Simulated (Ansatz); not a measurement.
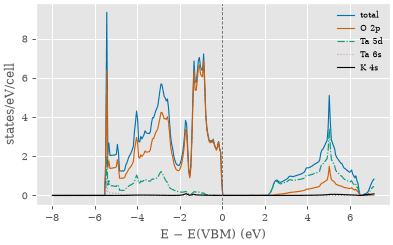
*Total and projected density of states of KTaO₃ (cubic perovskite, Pm-3m), the program Ansatz at the PBEsol level (PAW)*

### Question
Which orbitals carry the states next to the gap?

### Answer
Top 1 eV of the valence band: O 2p 97 %. Bottom 1 eV of the conduction band: Ta 5d 88 %, O 2p 10 %. Projections are on Löwdin-orthogonalised atomic valence shells; empty p or d shells of many metals are not among them.

### Question
Where is the tallest occupied peak in this window, and what makes it?

### Answer
Near -5.4 eV, about 9.3 states/eV per cell; the largest projected share is O 2p.

The PBEsol relaxation kept the symmetry of its start. The run is not spin-polarised. Spin–orbit coupling is left out wherever it is not named.

Potentials: the later of the program's two PAW sets.
